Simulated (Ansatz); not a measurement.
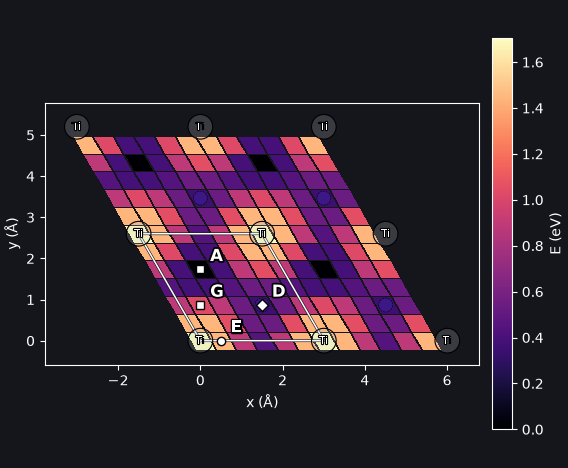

H on a TiN(111) slab cut from the Fm-3m phase, its upper half relaxed before the scan (6 atoms of substrate and one adsorbate in a 1 × 1 cell). H is moved over the surface cell; relaxed at each place: the height of the adsorbate's atoms; substrate rigid; the origin of the map has the adsorbate above Ti6. Places are given modulo a cell vector. The map is drawn in real space over the plane of the surface. The grid has 6 × 6 points; 10 points were computed and 26 follow by symmetry. Energies: eV, counted from the lowest grid point. With one adsorbate in each 1 × 1 cell, its nearest image is 3.0 Å away, so neighbouring adsorbates interact. Level of theory: DFT PBE, scalar-relativistic, plane waves, PAW (Ansatz 0.2.0). Settings: cutoff 420 eV, k-mesh 9×9×1, gaussian smearing 0.1 eV, no spin polarisation.

In the figure: one coloured cell a grid point, labelled circles for the atoms of the top layer and small ones for the second layer, the outline of one cell of the 2 × 2 shown, lettered points.

**Is A the lowest point of the computed grid?**

Yes. A, at a threefold hollow over a third-layer Ti atom, (2/6, 4/6) of the cell vectors, has the lowest energy of the grid.

**What kind of point is each of A, D, G: minimum, saddle, maximum or slope?**

A: minimum; D: minimum; G: on a slope. (In these two coordinates alone; a stationary point may lie a little off the grid point.)

PAW datasets: the set soft_1.
